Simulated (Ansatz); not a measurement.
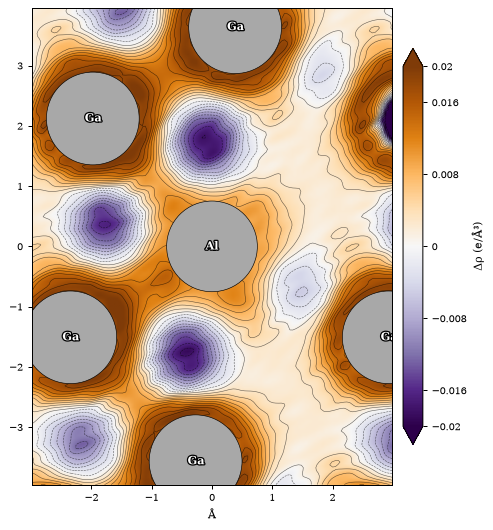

AlGa3O6. Difference of the valence pseudo-densities of two functionals at the same geometry, on the (101̄) plane of the calculation cell: one of PBEsol and r2SCAN less the other.

Both computed with Ansatz (plane waves, PAW), on the same k-point mesh. Grey discs cover the atomic cores.

```yaml
crystal:
  lattice:
    - [2.47199, 1.42720, 4.44500]
    - [-2.47199, 1.42720, 4.44500]
    - [0.00000, -2.85441, 4.44500]
  atoms:
    - { symbol: Al, position: [0.35046, 0.35046, 0.35046] }
    - { symbol: Ga, position: [0.14100, 0.14100, 0.14100] }
    - { symbol: Ga, position: [0.64498, 0.64498, 0.64498] }
    - { symbol: Ga, position: [0.85544, 0.85544, 0.85544] }
    - { symbol: O, position: [0.55284, 0.95671, 0.24858] }
    - { symbol: O, position: [0.24858, 0.55284, 0.95671] }
    - { symbol: O, position: [0.95671, 0.24858, 0.55284] }
    - { symbol: O, position: [0.44779, 0.06609, 0.73613] }
    - { symbol: O, position: [0.73613, 0.44779, 0.06609] }
    - { symbol: O, position: [0.06609, 0.73613, 0.44779] }
```

Which was subtracted from which, and what does the map show?

Answer. It is PBEsol less r2SCAN. Against r2SCAN, PBEsol gives more density around Al (+0.008 e/Å³ on average at 1.0 Å from the nucleus) and more density around Ga (+0.015 e/Å³ on average at 1.0 Å from the nucleus).
